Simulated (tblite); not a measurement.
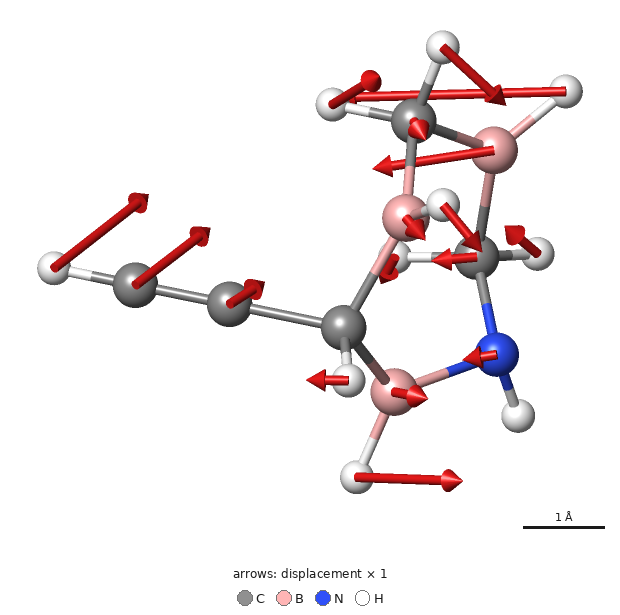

A relaxation of C$_{5}$H$_{10}$B$_{3}$N. The starting structure is drawn; red arrows show the displacements, at their true length. The two geometries are superimposed by the best rigid fit.

A ball-and-stick model, seen at a tilt.

These are results of tblite 0.8.0, GFN2-xTB geometry optimisation, gas phase, not measurements. 

> Atoms of which element are displaced furthest, and by how much?

Hydrogen: up to 2.86 Å, against 1.57 Å for carbon.

> Describe the change and its energy.

An H atom moves most after the best rigid fit: 2.86 Å. Largest moves by element: H 2.86 Å, C 1.57 Å, B 1.53 Å, N 0.44 Å. Some distances before and after: B–C 4.947 → 2.143 Å, B–C 4.118 → 2.195 Å, B–N 1.536 → 1.373 Å, C–C 1.470 → 1.428 Å. Among the angles between lasting bonds that change: C–N–B 111.6° → 129.5°, B–C–B 112.9° → 96.3°, C–C–H 178.7° → 166.0°. Groups turn about B–C by about 80°, B–C by about 50°, B–C by about 35°. Over 210 geometry steps the energy falls by 31.6 kcal/mol. Cost: 2.6 s on 1 thread of Arm Neoverse N1, on a shared host.
